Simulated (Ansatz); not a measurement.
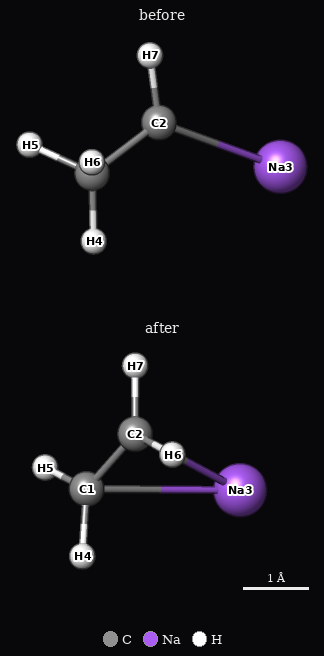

The structure of C2H4Na (charge +1) before (top) and after (bottom) a relaxation, at one scale.

A ball-and-stick model, seen at a tilt.

Level of theory: RKS PBE0-D4/def2-TZVP (Ansatz 0.2.0).

Input file:
```yaml
crystal:
  periodic: [false, false, false]
  atoms:
    - {symbol: C, position_ang: [-0.656880, 0.237610, -0.199580]}
    - {symbol: C, position_ang: [0.681590, -0.059810, 0.194610]}
    - {symbol: Na, position_ang: [1.761160, -2.267110, 0.617940]}
    - {symbol: H, position_ang: [-1.312310, -0.616340, -0.343170]}
    - {symbol: H, position_ang: [-0.630570, 0.878030, -1.097730]}
    - {symbol: H, position_ang: [-1.083390, 0.949530, 0.527730]}
    - {symbol: H, position_ang: [1.240410, 0.878090, 0.300200]}
basis:
  gaussian: {orbitals: def2-TZVP}
total_charge: 1
hamiltonian: {xc: pbe0, dispersion: d4}
relax: {f_tol: 0.005, max_steps: 200}
```

Launched with:
```bash
ansatz run in.yaml --threads 2 --pin off --events-out ev --progress --plain --max-ram 4352MiB
```

### Summarise the run.

After 31 accepted moves (33 points after the start) the energy has fallen by 2.531 eV. Largest force component: 0.43 eV/Å at the start, 0.0017 eV/Å at the end. The line search rejected the trial steps at points 14, 23 of the run. H6 moves most after the best rigid fit: 1.30 Å. By element the largest moves are H 1.30 Å, C 0.89 Å, Na 0.71 Å. Some distances before and after: C1–H6 1.104 → 2.115 Å, C2–H6 2.060 → 1.087 Å, C1–Na3 3.576 → 2.725 Å, C2–Na3 2.493 → 2.722 Å. New bonds form: C2–H6 (2.06 → 1.09 Å). Bonds break: C1–H6 (1.10 → 2.12 Å). Among the angles between lasting bonds that change: C1–C2–Na3 129.6° → 76.0°, Na3–C2–H7 121.3° → 99.5°, C2–C1–H5 108.9° → 121.5°.
